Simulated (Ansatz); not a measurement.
# LiCaI3: complex band structure, part 2 of 3

Aim: relax a made-up compound, LiCaI3, and see how good a tunnel barrier it would be. It is built by putting I for F, Ca for Ba in the BaLiF3 structure of space group Pm-3m, with the volume rescaled by atomic radii. The parent structure comes from the Materials Project.

Ansatz 0.2.0; PBEsol DFT, plane waves, PAW files (the session's first sound run).

So far, gap on path (eV): step 3 (the bulk crystal and its band edges) 1.06.

The structure was built from a prototype and need not be the compound's stable phase.

## (4) Complex bands, plane (110), k-mesh 6×6×6

This step: PBEsol DFT, plane waves, PAW files; complex bands by layer matching along the plane's normal (Ansatz 0.2.0).

The same crystal is laid in a cell whose first two vectors span the (110) plane (indices of the standard conventional cell, whose axes can be ordered otherwise than in the bulk input). At fixed energy and wavevector in the plane the solver finds all kz, real and complex. A few wavevectors are listed, (0, 0) and (-0.5, 0) in units of the plane's reciprocal vectors; the slowest state needn't be among them.

Contents of input.yaml:

```yaml
crystal:
  lattice:
    - [5.43426244, 0.0, 0.0]
    - [0.0, 7.685207644, 0.0]
    - [0.0, 3.842603822, 3.842603822]
  atoms:
    - { symbol: Ca, position: [0.0, 0.0, 0.0] }
    - { symbol: Li, position: [0.5, 0.5, 0.0] }
    - { symbol: I, position: [0.5, 0.5, 0.5] }
    - { symbol: I, position: [0.0, 0.5, 0.0] }
    - { symbol: I, position: [0.5, 0.0, 0.5] }
kpoints:
  mp_grid: { grid: [6, 6, 6] }
scf:
  occupations: { method: fixed }
hamiltonian:
  xc: pbesol
output:
  eigenvalues: true
  transmission:
    leads: [[0, 0]]
    kpoints: [[0.0, 0.0], [-0.5, 0.0]]
    e_range: [-1.0, 2.06]
    de: 0.08
```

On the command line:

```sh
ansatz run input.yaml --threads 2 --pin off --max-ram 4096MiB --backend cpu --events-out ev --progress --plain --runs-dir out
```

Numbers of over 12 decimals in the logs are rounded to 6 here.

The program printed:

```text
[...]
Crystal: 5 atoms, lattice volume = 160.480 Å³
Basis set: ecut = 420 eV, 3119 PW (Γ)
Bands: 39, of which v1, the nominal top of the filled ones, is band 32 counted from 1 (31 counted from 0)
Symmetry: 48 space group operations
[...]
k-points: 20 of 216
[...]
SCF iter   1: F=—  HF=-24298.927547 eV  |F-HF|=—  |Δ(HF+E_count)|=         —  Δρ=2.25e-3  dr2=6.86e-3  ethr=1.77e-3  ⟨swp⟩=6.8  Hψ=3040  notcnv=0  defer=79
[...]
SCF iter   6: F=-24298.926038 eV  HF=-24298.926038 eV  |F-HF|=3.57e-10  |Δ(HF+E_count)|=   2.87e-8  Δρ=1.64e-6  dr2=5.41e-9  ethr=1.33e-10  ⟨swp⟩=11.8  Hψ=4551  notcnv=0
SCF 1 converged in 6 iterations: F = -24298.926038 eV  dr2 = 5.41e-9
[...]
transmission: 6 of 12 steps passed
transmission: 12 of 12 steps passed
SCF converged after 6 iterations
Free energy (F): -24298.926038 eV
[...]
Internal energy: -24298.926038 eV  (E = F + TS)
E sigma→0 (E₀):  -24298.926038 eV
Fermi energy:    6.074051 eV
[...]
--- Band table (eV; the first three rows and the last of 20) ---
  k-point 0: bands = [... 28 lower, 4.8518, 5.6593, 5.6593, 5.6593, 7.1383, 8.0907, 8.0907, 8.4012, ... 3 higher]
  k-point 1: bands = [... 28 lower, 4.8862, 4.9001, 5.3850, 5.6575, 7.8834, 8.3704, 8.4112, 8.5454, ... 3 higher]
  k-point 2: bands = [... 28 lower, 4.2438, 4.7161, 5.2492, 5.7813, 8.4841, 8.9007, 8.9283, 8.9346, ... 3 higher]
  k-point 19: bands = [... 28 lower, 5.8197, 6.0741, 6.0741, 6.0741, 7.2281, 8.6124, 8.6124, 8.6124, ... 3 higher]
--- Transmission ---
  basis      : 367 plane waves across, 6 finite elements along
  points     : 2, as listed
  energies   : 39 from -1.000000 to 2.040000 eV about the Fermi level, 0.080000 eV apart; the leads are filled to 0.532142 eV, and channels, transmission and decay are at 0.520000 eV
  crystal 0  : Ca1Li1I3, at the sites [0, 0], period 3.8426 Å: whole cells are its period
    offset         : up to 0.0000 Å between an atom of the period and one for which it stands
    channels       : 0.000000e0 a spin
    conductance    : none, the energies end too early or step too widely for 300 K: set another output.transmission.e_range or a lower de, or, where they end at an eighth of basis.ecutwfc, a higher one
    slowest decay  : 0.1447 /Å at (0.0000, 0.0000)
```

Run time: 94 s. Hardware: 2 threads of Arm Neoverse V2, shared host; peak memory 0.99 GiB; 2.7 min of CPU time.

Numbers from this step:

- free energy: -24298.9260 eV
- level to which the leads are filled: 0.5321 eV from the Fermi level
- decay constant at the filling level, zone centre: 0.1447 Å⁻¹
- decay constant at the filling level, slowest listed point: 0.1447 Å⁻¹

K parallel (0, 0); values up to 1.5 1/Å, a degenerate pair printed once or twice; energies at which all values exceed this have no row. Im kz of the slowest decaying states against energy, zero at the highest filled level on the SCF mesh:

```csv
energy (eV),decay 1 (Å⁻¹),decay 2 (Å⁻¹),decay 3 (Å⁻¹),decay 4 (Å⁻¹)
-1.00,0.146,0.225,0.386,0.486
-0.76,0.202,0.302,0.360,0.478
-0.44,0.133,0.242,0.358,0.465
-0.20,0.0996,0.148,0.227,0.257
-0.04,0.0877,0.124,0.261,0.293
0.12,0.139,0.141,0.262,0.341
0.36,0.147,0.183,0.258,0.393
0.68,0.134,0.219,0.247,0.387
0.92,0.0917,0.236,0.237,0.371
1.24,0.217,0.255,0.334,0.343
1.48,0.196,0.264,0.291,0.315
1.80,0.143,0.197,0.268,0.273
2.04,0.221,0.230,0.277,0.279
```

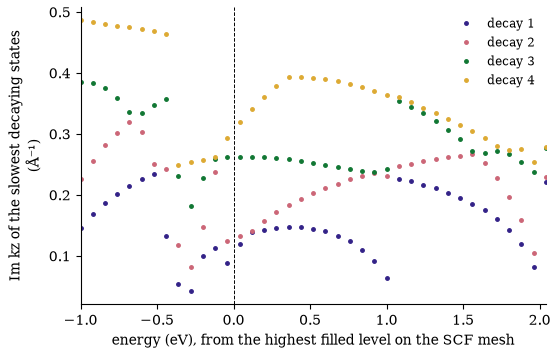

Im kz of the slowest decaying states against energy.

K parallel (0, 0). Re kz of states that move upwards against energy, zero at the highest filled level on the SCF mesh:

```csv
energy (eV),channel 1 (Å⁻¹),channel 2 (Å⁻¹),channel 3 (Å⁻¹)
-1.0000,-0.412,-0.221,0.469
-0.7600,-0.308,-0.154,0.568
-0.5200,-0.166,-0.0779,0.651
-0.2800,0.565,-,-
-0.0400,-,-,-
0.2800,-,-,-
0.5200,-,-,-
0.7600,-,-,-
1.0000,-,-,-
1.2400,0.113,-,-
1.4800,0.187,-,-
1.7200,0.250,-,-
1.9600,0.313,-,-
```

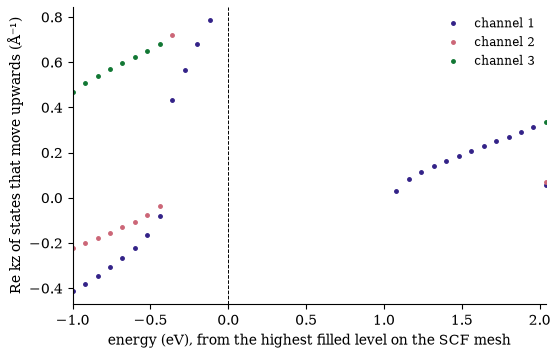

Re kz of states that move upwards, plotted against energy.

K parallel (-0.5, 0); values up to 1.5 1/Å, a degenerate pair printed once or twice; energies at which all values exceed this have no row. Im kz of the slowest decaying states against energy, zero at the highest filled level on the SCF mesh:

```csv
energy (eV),decay 1 (Å⁻¹),decay 2 (Å⁻¹),decay 3 (Å⁻¹),decay 4 (Å⁻¹)
-1.00,0.024,0.352,0.422,0.577
-0.76,0.104,0.406,0.554,0.959
-0.44,0.153,0.380,0.525,0.921
-0.20,0.0714,0.114,0.192,0.356
-0.04,0.182,0.210,0.219,0.339
0.12,0.0925,0.115,0.197,0.225
0.36,0.141,0.186,0.242,0.286
0.68,0.175,0.217,0.244,0.259
0.92,0.159,0.191,0.257,0.267
1.24,0.204,0.267,0.274,0.365
1.48,0.208,0.264,0.277,0.334
1.80,0.205,0.248,0.279,0.284
2.04,0.193,0.222,0.235,0.279
```

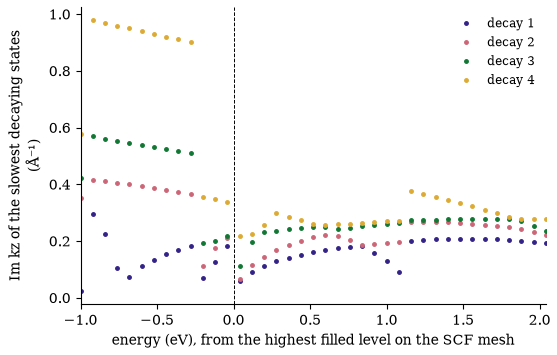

Im kz of the slowest decaying states, plotted against energy.

K parallel (-0.5, 0). Re kz of states that move upwards against energy, zero at the highest filled level on the SCF mesh:

```csv
energy (eV),channel 1 (Å⁻¹),channel 2 (Å⁻¹),channel 3 (Å⁻¹),channel 4 (Å⁻¹),channel 5 (Å⁻¹)
-1.00,0.255,0.384,0.582,-,-
-0.76,-0.0466,0.331,0.424,0.460,0.627
-0.44,0.418,0.449,0.565,0.598,0.701
-0.20,0.568,0.614,0.657,-,-
-0.04,0.705,0.749,0.753,-,-
0.12,-,-,-,-,-
0.36,-,-,-,-,-
0.68,-,-,-,-,-
0.92,-,-,-,-,-
1.24,-0.718,-,-,-,-
1.48,-0.619,-,-,-,-
1.80,-0.529,-,-,-,-
2.04,-0.467,-,-,-,-
```

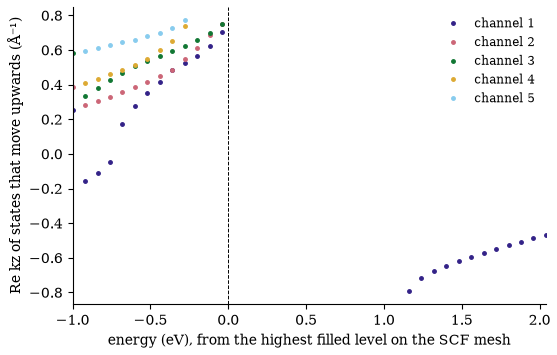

Re kz of states that move upwards against energy.

At the listed wavevectors the last open channel is at -0.04 eV and the next at +1.08 eV on the grid. At +0.52 eV, the grid energy nearest the filling level (the middle of the gap on the SCF mesh), the slowest state at the listed wavevectors decays with κ = 0.145 Å⁻¹, its amplitude falling by e over 6.9 Å. Through 1 nm of this crystal that state's transmission falls by exp(−2 × 0.145 Å⁻¹ × 10 Å) = 0.055.

## (5) Decay over the two-dimensional zone

The listed points could miss the slowest state, so one energy near mid-gap is solved on a mesh of 8×8.

Edit input.yaml of step 4 so:

```diff
@@ -19,6 +19,2 @@
   eigenvalues: true
-  transmission:
-    leads: [[0, 0]]
-    kpoints: [[0.0, 0.0], [-0.5, 0.0]]
-    e_range: [-1.0, 2.06]
-    de: 0.08
+  transmission: { leads: [[0, 0]], kmesh: [8, 8], e_range: [0.53, 0.54], de: 0.05 }
```

The program printed:

```text
[...]
Crystal: 5 atoms, lattice volume = 160.480 Å³
Basis set: ecut = 420 eV, 3119 PW (Γ)
Bands: 39, of which v1, the nominal top of the filled ones, is band 32 counted from 1 (31 counted from 0)
Symmetry: 48 space group operations
[...]
k-points: 20 of 216
[...]
SCF iter   1: F=—  HF=-24298.927547 eV  |F-HF|=—  |Δ(HF+E_count)|=         —  Δρ=2.25e-3  dr2=6.86e-3  ethr=1.77e-3  ⟨swp⟩=6.8  Hψ=3040  notcnv=0  defer=79
[...]
SCF iter   6: F=-24298.926038 eV  HF=-24298.926038 eV  |F-HF|=3.57e-10  |Δ(HF+E_count)|=   2.87e-8  Δρ=1.64e-6  dr2=5.41e-9  ethr=1.33e-10  ⟨swp⟩=11.8  Hψ=4551  notcnv=0
SCF 1 converged in 6 iterations: F = -24298.926038 eV  dr2 = 5.41e-9
[...]
transmission: 20 of 125 steps passed
transmission: 40 of 125 steps passed
[...]
transmission: 125 of 125 steps passed
SCF converged after 6 iterations
Free energy (F): -24298.926038 eV
[...]
Internal energy: -24298.926038 eV  (E = F + TS)
E sigma→0 (E₀):  -24298.926038 eV
Fermi energy:    6.074051 eV
[...]
--- Band table (eV; the first three rows and the last of 20) ---
  k-point 0: bands = [... 28 lower, 4.8518, 5.6593, 5.6593, 5.6593, 7.1383, 8.0907, 8.0907, 8.4012, ... 3 higher]
  k-point 1: bands = [... 28 lower, 4.8862, 4.9001, 5.3850, 5.6575, 7.8834, 8.3704, 8.4112, 8.5454, ... 3 higher]
  k-point 2: bands = [... 28 lower, 4.2438, 4.7161, 5.2492, 5.7813, 8.4841, 8.9007, 8.9283, 8.9346, ... 3 higher]
  k-point 19: bands = [... 28 lower, 5.8197, 6.0741, 6.0741, 6.0741, 7.2281, 8.6124, 8.6124, 8.6124, ... 3 higher]
--- Transmission ---
  basis      : 367 plane waves across, 5 finite elements along
  points     : 25, standing for a mesh of 8 x 8
  energies   : 1 from 0.530000 to 0.530000 eV about the Fermi level; the leads are filled to 0.532142 eV, and channels, transmission and decay are at 0.530000 eV
  crystal 0  : Ca1Li1I3, at the sites [0, 0], period 3.8426 Å: whole cells are its period
[...]
channels       : 0.000000e0 a spin
    conductance    : none, crystal 0 has no channel at the energies, or these end too early or step too widely for 300 K: set another output.transmission.e_range or a lower de, or, where they end at an eighth of basis.ecutwfc, a higher one
    slowest decay  : 0.1443 /Å at (0.0000, 0.0000)
```

It took 2 min on 2 threads; peak memory 1.2 GiB; 3.9 min of CPU time.

This step gave:

```
least decay constant on the mesh : 0.1443 Å⁻¹
```

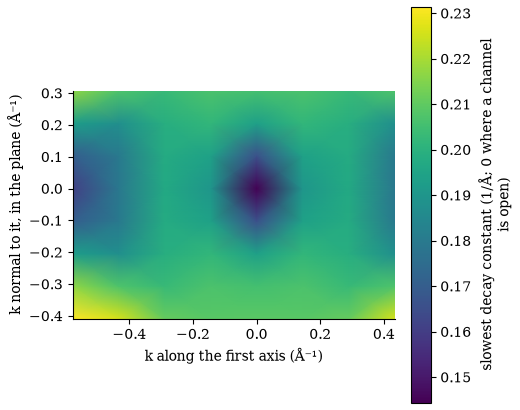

Slowest decay constant (1/Å; 0 where a channel is open) over k1 and k2. At 0.5300 eV from the Fermi level.

The least value on the mesh is 0.144 Å⁻¹ at +0.53 eV. At that energy the listed points give about 0.144 Å⁻¹ by interpolation, so the mesh holds no clearly slower state.

## (6) Decaying states in the gap, plane (111), k-mesh 8×8×8

The same for the (111) plane, at (0, 0) and (0.5, 0), to see how the decay depends on direction.

Contents of input.yaml:

```yaml
crystal:
  lattice:
    - [7.685207644, 0.0, 0.0]
    - [3.842603822, 6.655585053, 0.0]
    - [3.842603822, 2.218528351, 3.137472882]
  atoms:
    - { symbol: Ca, position: [0.0, 0.0, 0.0] }
    - { symbol: Li, position: [0.5, 0.5, 0.5] }
    - { symbol: I, position: [0.5, 0.5, 0.0] }
    - { symbol: I, position: [0.5, 0.0, 0.0] }
    - { symbol: I, position: [0.0, 0.5, 0.0] }
kpoints:
  mp_grid: { grid: [8, 8, 8] }
scf:
  occupations: { method: fixed }
hamiltonian:
  xc: pbesol
output:
  eigenvalues: true
  transmission:
    leads: [[0, 0]]
    kpoints: [[0.0, 0.0], [0.5, 0.0]]
    e_range: [-1.0, 2.06]
    de: 0.05
```

The program printed:

```text
basis.fft_grid_basis auto: the FFT boxes are laid along the combinations [[1, 0, -1], [0, 1, -1], [0, 0, 1]] of the cell's own vectors, 5.434, 5.434 and 5.434 Å long. The dense box has 40×40×40 points. Along the cell's own vectors, as sized, it would have 54×54×40, 1.82 times as many. basis.fft_grid_basis: typed keeps the cell's own vectors: state it where this run's energies or levels are differenced outside the engine with another run's, or held beside a run that keeps those vectors.
[...]
Crystal: 5 atoms, lattice volume = 160.480 Å³
Basis set: ecut = 420 eV, 3119 PW (Γ), FFT grids on a1−a3, a2−a3, a3
Bands: 39, of which v1, the nominal top of the filled ones, is band 32 counted from 1 (31 counted from 0)
Symmetry: 48 space group operations
[...]
k-points: 35 of 512
[...]
SCF iter   1: F=—  HF=-24298.927660 eV  |F-HF|=—  |Δ(HF+E_count)|=         —  Δρ=2.25e-3  dr2=6.89e-3  ethr=1.77e-3  ⟨swp⟩=6.7  Hψ=5364  notcnv=0  defer=145
[...]
SCF iter   6: F=-24298.926105 eV  HF=-24298.926105 eV  |F-HF|=5.89e-10  |Δ(HF+E_count)|=   2.94e-8  Δρ=1.73e-6  dr2=5.84e-9  ethr=1.40e-10  ⟨swp⟩=12.3  Hψ=8034  notcnv=0
SCF 1 converged in 6 iterations: F = -24298.926105 eV  dr2 = 5.84e-9
[...]
transmission: 5 of 10 steps passed
transmission: 10 of 10 steps passed
SCF converged after 6 iterations
Free energy (F): -24298.926105 eV
[...]
Internal energy: -24298.926105 eV  (E = F + TS)
E sigma→0 (E₀):  -24298.926105 eV
Fermi energy:    6.074026 eV
[...]
--- Band table (eV; the first three rows and the last of 35) ---
  k-point 0: bands = [... 28 lower, 4.8518, 5.6593, 5.6593, 5.6593, 7.1384, 8.0907, 8.0907, 8.4013, ... 3 higher]
  k-point 1: bands = [... 28 lower, 4.7937, 4.9985, 5.6256, 5.6256, 7.7786, 8.3111, 8.3111, 8.5839, ... 3 higher]
  k-point 2: bands = [... 28 lower, 4.0998, 5.3898, 5.6997, 5.6997, 8.2085, 8.5713, 8.5713, 9.2070, ... 3 higher]
  k-point 34: bands = [... 28 lower, 4.1237, 4.8254, 5.3681, 5.4338, 8.7598, 8.7941, 8.8539, 8.9502, ... 3 higher]
--- Transmission ---
  basis      : 439 plane waves across, 5 finite elements along
  points     : 2, as listed
[...]
crystal 0  : I3Ca1Li1, at the sites [0, 0], period 3.1375 Å: whole cells are its period
[...]
channels       : 0.000000e0 a spin
[...]
slowest decay  : 0.1434 /Å at (0.0000, 0.0000)
```

It took 3.1 min on 2 threads; peak memory 1.3 GiB; 5.5 min of CPU time.

This step gave:

| Property | Result |
| --- | --- |
| free energy | -24298.9261 eV |
| level to which the leads are filled | 0.5322 eV from the Fermi level |
| decay constant at the filling level, zone centre | 0.1434 Å⁻¹ |
| decay constant at the filling level, slowest listed point | 0.1434 Å⁻¹ |

K parallel (0, 0); values up to 1.5 1/Å, a degenerate pair printed once or twice; energies at which all values exceed this have no row. Table of Im kz of the slowest decaying states by energy, zero at the highest filled level on the SCF mesh:

```csv
energy (eV),decay 1 (Å⁻¹),decay 2 (Å⁻¹),decay 3 (Å⁻¹),decay 4 (Å⁻¹)
-1.000,0.166,0.424,0.454,0.676
-0.500,0.196,0.385,0.429,0.617
0.000,0.00155,0.0025,0.128,0.240
0.500,0.146,0.174,0.259,0.264
1.000,0.0632,0.130,0.214,0.256
1.500,0.215,0.225,0.315,0.473
2.000,0.0503,0.205,0.272,0.325
```

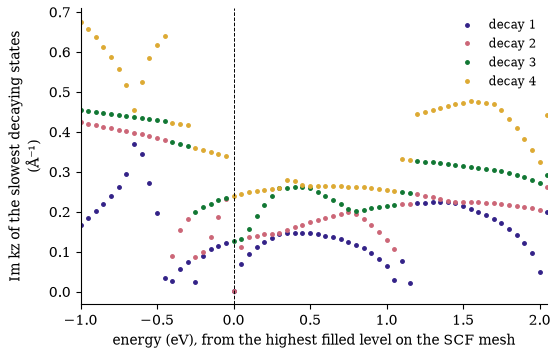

Im kz of the slowest decaying states against energy.

K parallel (0, 0). The Re kz of states that move upwards by energy, zero at the highest filled level on the SCF mesh:

```csv
energy (eV),channel 1 (Å⁻¹),channel 2 (Å⁻¹),channel 3 (Å⁻¹),channel 4 (Å⁻¹),channel 5 (Å⁻¹)
-1.000,-0.195,0.310,0.729,0.729,-
-0.500,-0.0670,0.597,0.846,0.846,-
0.000,-,-,-,-,-
0.500,-,-,-,-,-
1.000,-,-,-,-,-
1.500,-0.795,0.194,-,-,-
2.000,-0.628,0.350,-,-,-
```

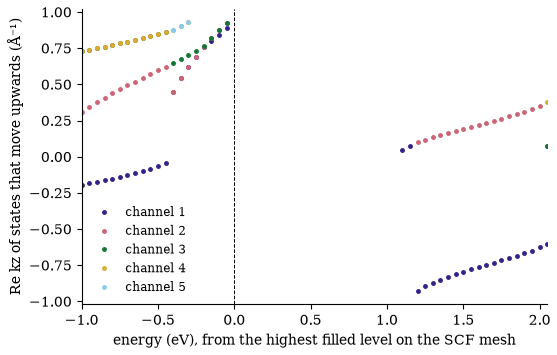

Re kz of states that move upwards, plotted against energy.

K parallel (0.5, 0); values up to 1.5 1/Å, a degenerate pair printed once or twice; energies at which all values exceed this have no row. Table of Im kz of the slowest decaying states by energy, zero at the highest filled level on the SCF mesh:

```csv
energy (eV),decay 1 (Å⁻¹),decay 2 (Å⁻¹),decay 3 (Å⁻¹),decay 4 (Å⁻¹)
-1.0000,0.0822,0.137,0.377,0.567
-0.7500,0.0792,0.109,0.569,0.583
-0.5000,0.162,0.174,0.557,0.588
-0.2500,0.0995,0.107,0.188,0.233
0.0000,0.131,0.166,0.240,0.271
0.2500,0.205,0.206,0.271,0.300
0.5000,0.233,0.247,0.290,0.324
0.7500,0.253,0.276,0.301,0.343
1.0000,0.267,0.298,0.304,0.362
1.2500,0.273,0.301,0.314,0.381
1.5000,0.266,0.290,0.326,0.346
1.7500,0.231,0.270,0.320,0.335
2.0000,0.148,0.237,0.302,0.329
```

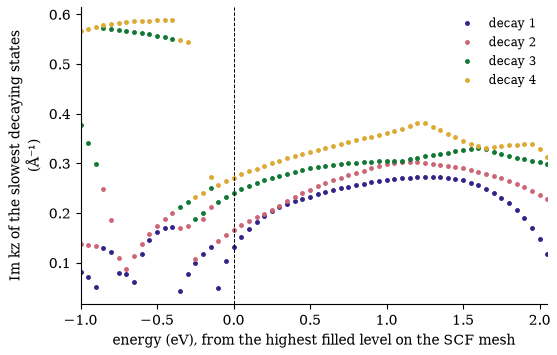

Im kz of the slowest decaying states against energy.

At the listed wavevectors the last open channel is at -0.05 eV and the next at +1.10 eV on the grid. At +0.55 eV, the grid energy nearest the filling level (the middle of the gap on the SCF mesh), the slowest state at the listed wavevectors decays with κ = 0.143 Å⁻¹, its amplitude falling by e over 7.0 Å; the first such run, plane (110), gave 0.145 Å⁻¹.

(Continued in part 3 of 3.)

[Logs are printed without paths, hosts, clocks, repeated set-up lines and the standing remarks that a program may print on its own settings, such as how far it seeks lower states.]

[Hosts, paths, dates, database ids (printed as entryN), source tags and the programs' standing remarks are cut or masked in the printed files.]
